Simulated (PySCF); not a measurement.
```xyz
8

Cl   -1.2760    2.0125    0.2602
C    -0.4863    0.6890   -0.4378
C     0.8247    0.1246   -0.0944
C    -0.4521   -0.7030    0.0270
H     1.3316    0.4540    0.8047
H     1.5025   -0.1274   -0.8975
H    -0.6014   -1.4909   -0.6976
H    -0.8339   -0.9494    1.0107
```

Geometry: GFN2-xTB.

All numbers below come from UKS B3LYP, pcH-1 on C Cl H, non-relativistic, mean-field spin-orbit, GIAO in PySCF.

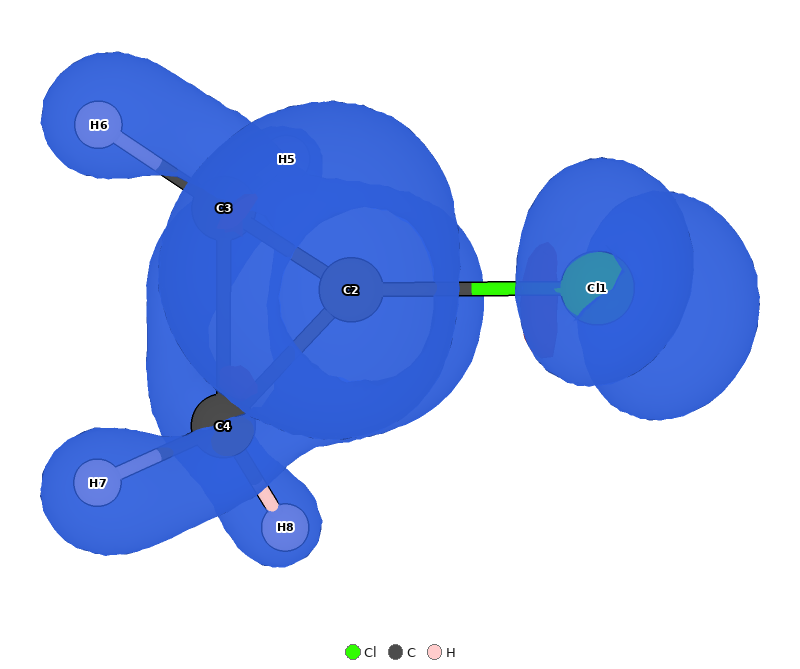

C3H4Cl (SMILES Cl[C]1CC1) (doublet). Isosurfaces of the spin density (α minus β) at +0.015 (blue) and −0.015 e/Å³ (red), seen at a tilt.

Question: Describe the spin distribution.

Answer: The unpaired spin (1 electron) lies mostly on C2 (about 0.6) and Cl1 (about 0.2), in electrons by Hirshfeld's partition.
